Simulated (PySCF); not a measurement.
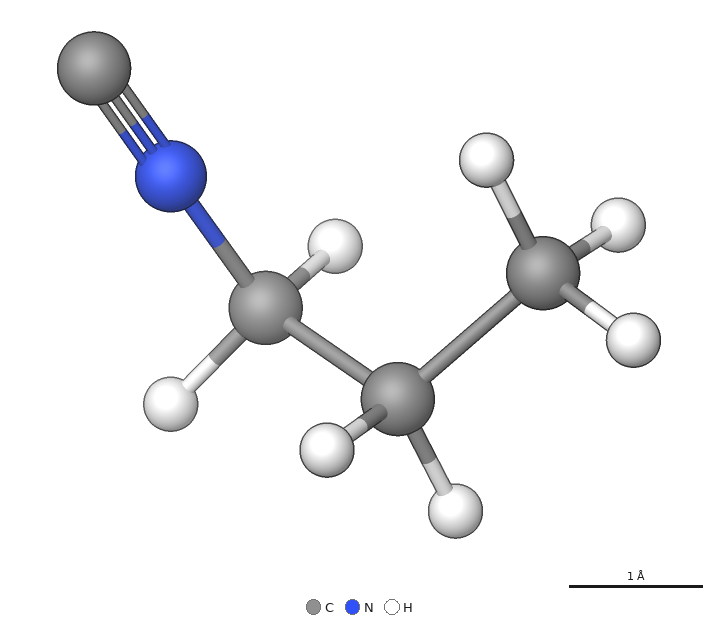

Multiple sticks mark multiple bonds (one Kekulé form).

Computed geometry: GFN2-xTB optimisation. No frequency run is at hand to confirm it as a minimum.

Question: Give the formula.

Answer: C₄H₇N, 12 atoms: 4 carbon, 7 hydrogen and 1 nitrogen.

Question: What is its SMILES?

Answer: [C-]#[N+]CCC

Question: Describe its rings.

Answer: It has no ring.

Question: Count the bonded pairs by element.

Answer: 7 C–H, 2 C–N, 2 C–C.

Question: Which point group does it belong to?

Answer: C1.

More results for the same structure follow; atom numbers are the same in all pictures, views and colours differ.

## Shape

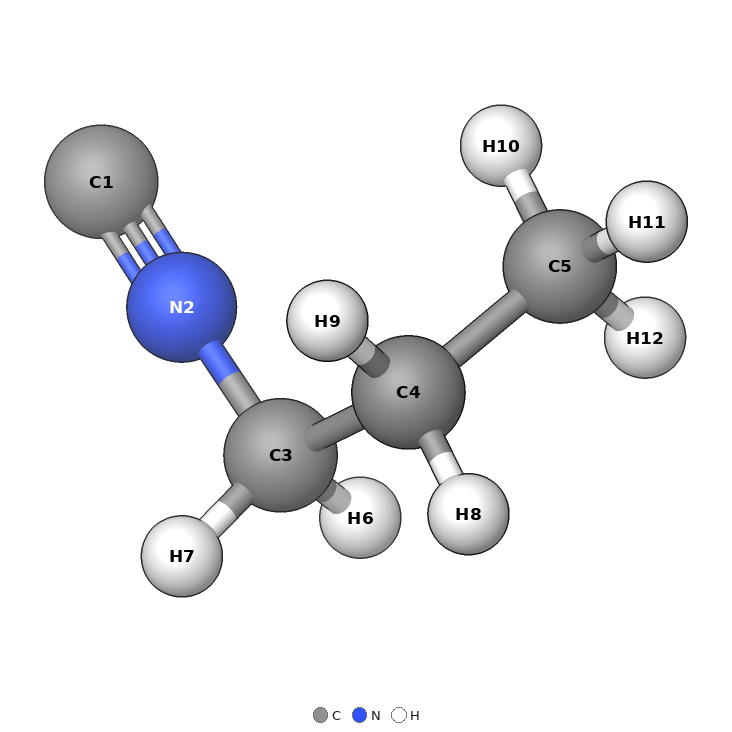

No frequency run is at hand to confirm it as a minimum.

Question: What is the geometry at N2?

Answer: N2 has 2 neighbours (C1 at 1.16, C3 at 1.40 Å); the arrangement is linear.

Question: How are the neighbours of atom 5 arranged?

Answer: C5 has 4 neighbours (C4 at 1.52, H10 at 1.09, H11 at 1.09, H12 at 1.09 Å); the arrangement is tetrahedral.

Question: What is the geometry at C3?

Answer: C3 has 4 neighbours (N2 at 1.40, C4 at 1.53, H6 at 1.10, H7 at 1.10 Å); the arrangement is tetrahedral.

Question: What is the geometry at C4?

Answer: C4 has 4 neighbours (C3 at 1.53, C5 at 1.52, H8 at 1.09, H9 at 1.09 Å); the arrangement is tetrahedral.

Question: What is the dihedral angle N2–C3–C4–C5?

Answer: 66° in size, that is gauche.

## Quadrupole coupling

No frequency run is at hand to confirm it as a minimum. Electric field gradients from the ground-state density, PBE0/pcSseg-1 (PySCF 2.14.0), non-relativistic apart from any core potentials.

Give the largest field-gradient component, the quadrupole coupling constant and the asymmetry for 14N at N2 (Q = 20.44 mb), 2H at H6 (Q = 2.86 mb), 2H at H7 (Q = 2.86 mb).

```tsv
atom	V_zz (a.u.)	e²qQ/h (MHz)	η
N2	0.103	0.494	0.02
H6	0.289	0.194	0.06
H7	0.290	0.195	0.06
```

## Dipole moment

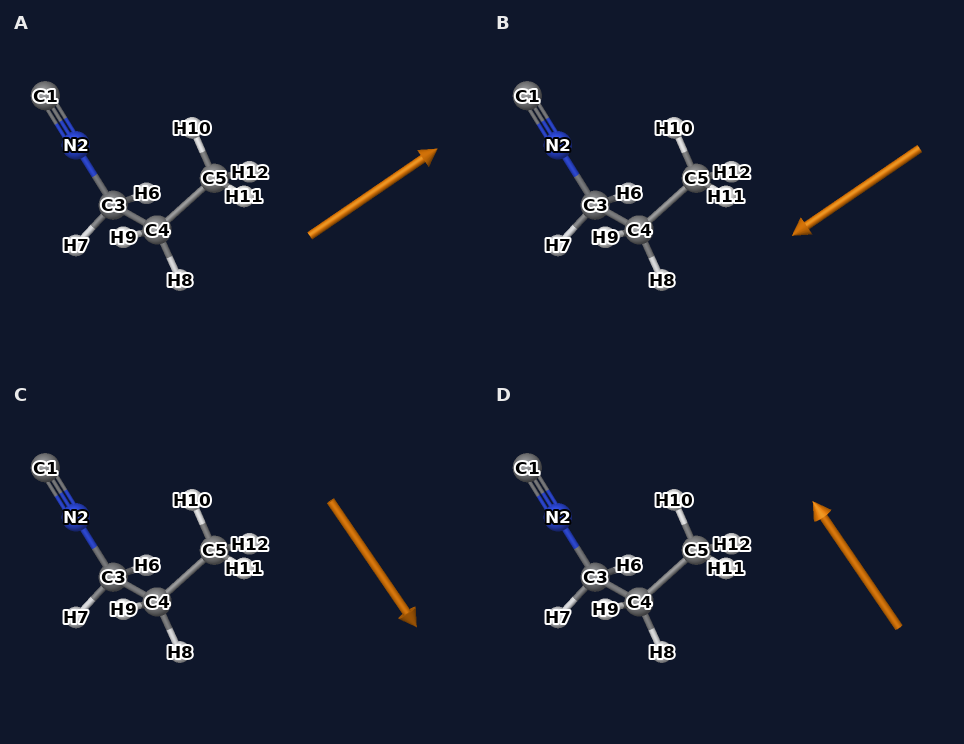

The same molecule four times, each with an arrow. No frequency run is at hand to confirm it as a minimum. Level of theory: PBE0/pcSseg-1, gas phase (PySCF 2.14.0).

Question: Which arrow points along the dipole moment, from the negative to the positive end?

Answer: C. The dipole moment is 3.81 D; it points from the side of C1 to the side of H8 (the outermost atoms at the two ends).

## Charges

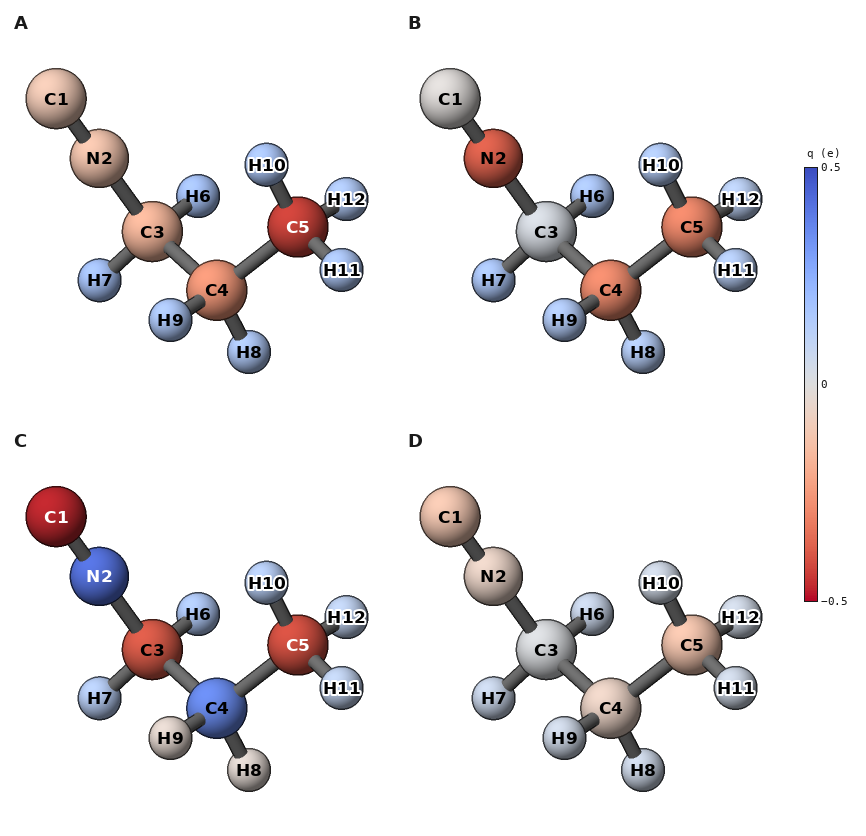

Atomic charges of one calculation by 4 schemes, on one colour scale. No frequency run is at hand to confirm it as a minimum. Level of theory: PBE0/pcSseg-1 (PySCF 2.14.0).

Question: The schemes are ESP-fitted, Hirshfeld, IAO, Mulliken. Which panel shows which?

Answer: A IAO, B Mulliken, C ESP-fitted, D Hirshfeld.

List the charges (e), one line for each set of equivalent atoms.

```
atom    IAO  Mulliken  ESP-fitted  Hirshfeld
  C1  −0.10     −0.01       −0.47      −0.11
  N2  −0.12     −0.37        0.41      −0.06
  C3  −0.16      0.02       −0.38       0.01
  C4  −0.25     −0.28        0.35      −0.06
  C5  −0.42     −0.29       −0.40      −0.12
  H6   0.16      0.14        0.14       0.06
  H7   0.17      0.15        0.12       0.06
  H8   0.14      0.13       −0.03       0.05
  H9   0.15      0.13       −0.03       0.04
 H10   0.15      0.13        0.12       0.04
 H11   0.15      0.12        0.09       0.05
 H12   0.14      0.11        0.09       0.04
```

Mulliken values depend strongly on the basis set and can even reverse the polarity of a bond.
